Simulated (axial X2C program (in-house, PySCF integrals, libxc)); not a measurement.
Relativistic diatomic calculation, with input and output: RuGa

- system: RuGa, single determinant with Ω = 7/2 (not the lowest found). The distance is the PBE0 minimum at charge 0.
- method: expectation values, HF and Kohn-Sham, two-component X2C with atomic mean-field Coulomb and Gaunt terms, Ru dyall-cv3z, Ga dyall-cv3z (cores contracted) (axial X2C program (in-house, PySCF integrals, libxc))

Summary:

```tsv
quantity	value
outcome	converged; the levels of theory disagree widely
hardware	1 thread of Arm Neoverse V1, 112 GiB of memory available, shared host
wall time	12 s
peak memory	0.55 GiB
```

The input:
```
{"zs": [44, 31], "q": 0, "bas": ["dyall-cv3z", "dyall-cv3z"], "r0": 2.49, "levels": ["PBE0", "HF", "PBE", "PBE50", "B3LYP"], "nst": 3}
```

The line is the task of a batch: nuclear charges, charge, bases, the levels to run, a first guess of the distance and further settings. This report covers the levels named above. The log is that of the reference distance, started from orbitals converged before.

The run was one of a batch that the task file lists, launched with:
```bash
python <driver script> task.json out
```

Log:
```
two-component X2C + atomic mean field  PBE0
basis functions 258  fitting functions 1296  grid points 5808
iter        total energy     max residual
   1      -6471.312648772     5.67e-06
   2      -6471.312648784     5.21e-06
   3      -6471.312648787     4.67e-06
   4      -6471.312648789     5.54e-06
   5      -6471.312648792     2.04e-06
   6      -6471.312648792     1.16e-06
converged
one-electron -9559.62000581  Coulomb 2996.93323677  exact exchange -51.68588055  xc functional -158.61317221  nuclear repulsion 304.55599818  atomic mean-field constant -2.88282518
```

Expectation values by level of theory:

```
                                             quantity   PBE0      HF     PBE  PBE50   B3LYP
effective field for an electron dipole moment (GV/cm)   3.28    3.65    2.37   4.31    2.77
           field gradient at the first nucleus (a.u.)   1.04    1.55    1.12  0.858    1.08
          field gradient at the second nucleus (a.u.)  −1.06  −0.201  −0.712  −1.45  −0.945
                           A∥/gI, first nucleus (MHz)    862     859     918    797     890
                          A∥/gI, second nucleus (MHz)   56.7    8.55    80.1   36.8    62.3
```

Each column comes from one determinant with 3 or more unpaired spinors, which can mix states, in a basis with contracted cores. The levels disagree widely: A∥/gI at the second nucleus runs from 8.55 to 80.1 MHz and the field gradient at the second nucleus runs from −1.45 to −0.201 a.u. They may not all have settled in the same state, and these values aren't reliable properties of the molecule.

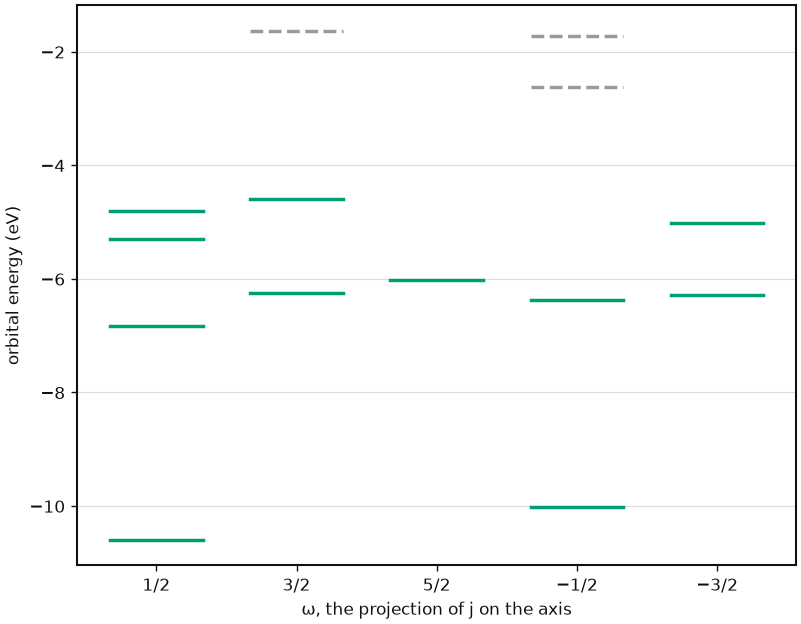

Orbital energies (PBE0) near the frontier at 2.37 Å, filled (solid) and empty (dashed). The highest filled spinor (3/2; 99 % Ru d) lies at −4.60 eV, the lowest empty one (−1/2; 56 % Ga p, 18 % Ru s) at −2.62 eV.
